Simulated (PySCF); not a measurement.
**La(SH)2: how tightly the ligands are held**

Aim: take one ligand of each kind off La(SH)2, with both parts rigid, and scan its distance from the metal. The species was built from a template and needn't be a known compound.

Computed with PySCF 2.14.0. Level: PBE0, La lcecp-0-SVP with ECP47, S def2-SVP, H def2-SVP; scalar-relativistic core potentials, no spin–orbit coupling.

1 further run of the same task is left out (for a known fault of the program).

## 1. The system as given

5 atoms, charge 0, spin multiplicity 1.

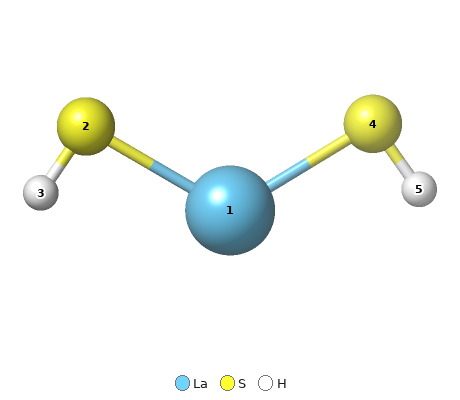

The geometry (lanthanum blue, sulfur yellow, hydrogen white); atoms are numbered from 1 in the order of the file.

Coordinates:

```mol
H2LaS2
  3D, bonds by distance, orders not assigned

  5  4  0  0  0  0  0  0  0  0999 V2000
    0.0000    0.0000   -0.5220 La  0  0
    2.4332   -0.1409    0.9167 S   0  0
    3.2057   -0.2014   -0.1952 H   0  0
   -2.4332    0.1409    0.9167 S   0  0
   -3.2057    0.2014   -0.1952 H   0  0
  1  2  8  0
  1  4  8  0
  2  3  8  0
  4  5  8  0
M  END
```

Formal oxidation states: La +2. Each metal's 1 4f electrons lie in its core potential, so multiplicities, spins and levels count the valence alone. For divalent La, Ce, Gd or Lu the extra electron is normally 5d or 6s, so this core forces an excited configuration. An earlier session relaxed this geometry at PBE0, La lcecp-0-SVP with ECP47, S def2-SVP, H def2-SVP (singlet, point group C2v).

## 2. SH taken off

The ligand (atoms 2, 3) keeps its formal charge and a closed shell where it can; ligand and rest are solved at the complex's geometry, in vacuum, with the settings of the relaxation.

```
   part  charge    state  energy (Eh)
complex       0  singlet  -823.232531
 ligand      -1  singlet  -398.520653
   rest       1  singlet  -424.442034
```

It took 0.5 s on 2 threads of AMD EPYC 9R14 (Zen 4), shared host.

## 3. Rigid scan of SH

Atoms 2, 3 move together along the line from atom 1; the distance is to the donor, the donors' midpoint or the ring centre. Each point starts from the density of the one before.

```
distance (Å)  energy from the relaxed point (eV)
        2.53                               0.431
        2.63                               0.170
        2.73                               0.038
        2.83                               0.000
        2.93                               0.031
        3.03                               0.110
        3.23                               0.359
        3.53                               0.832
        3.93                               1.475
        4.43                               2.170
```

It took 6.2 s on 2 threads of AMD EPYC 9R14 (Zen 4), shared host.

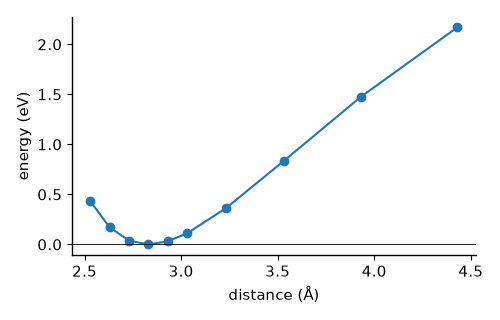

Energy along the rigid scan of SH.

## 4. What came out

| quantity | value |
| --- | --- |
| taking off SH | 7.34 eV |
| stiffness of the SH contact | 6.8 eV/Å² |

Taking off SH as a fragment of charge -1 costs 7.34 eV, much of it the attraction of the two charges. Near 2.83 Å the SH contact has a stiffness of about 6.8 eV/Å², and the energy stands 2.17 eV higher at 4.43 Å. The free anion is solved without diffuse functions, no counterpoise correction is made, and the parts aren't relaxed; each of these makes the binding look larger. These are double-zeta-type bases without diffuse functions. Spin–orbit coupling is left out.
